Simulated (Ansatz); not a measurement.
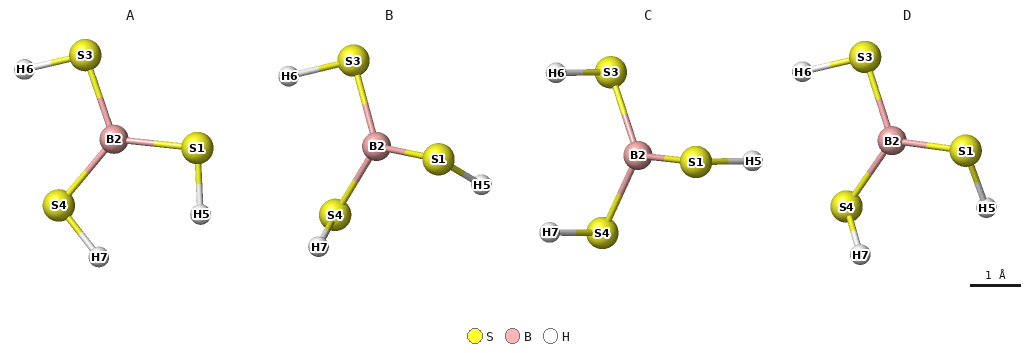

4 geometries from one relaxation of BH$_{3}$S$_{3}$, in shuffled order. Style: ball-and-stick. Shown at a tilt.

The run prepares an end point of a later path (torsion) calculation, from a guessed geometry.

All numbers below come from RKS PBE0-D4/def2-SVP in Ansatz 0.2.0. Set-up: no spin polarisation; force threshold 0.015 eV/Å; at most 40 steps.

### Order the frames from highest to lowest energy.

C, B, D, A. They are steps 0, 5, 8, 20, at +48.3 kcal/mol, +21.8 kcal/mol, +2.51 kcal/mol relative to the last. H7 moves most after the best rigid fit: 1.46 Å. By element the largest moves are H 1.46 Å, S 0.94 Å, B 0.39 Å. Among the contacts that change: B2–S4 1.920 → 1.808 Å, S4–H7 1.445 → 1.350 Å, S3–H6 1.444 → 1.351 Å, S1–H5 1.433 → 1.349 Å. Among the angles between lasting bonds that change: B2–S4–H7 88.8° → 98.8°, S1–B2–S4 120.9° → 126.4°, B2–S3–H6 91.4° → 96.9°. Groups turn about S1–B2 by about 90°, B2–S4 by about 90°, B2–S3 by about 90°. The energy falls by 48.3 kcal/mol in 19 accepted moves (20 points after the start). Largest force component: 1.8 eV/Å at the start, 0.0052 eV/Å at the end. The line search rejected the trial step at point 12 of the run.
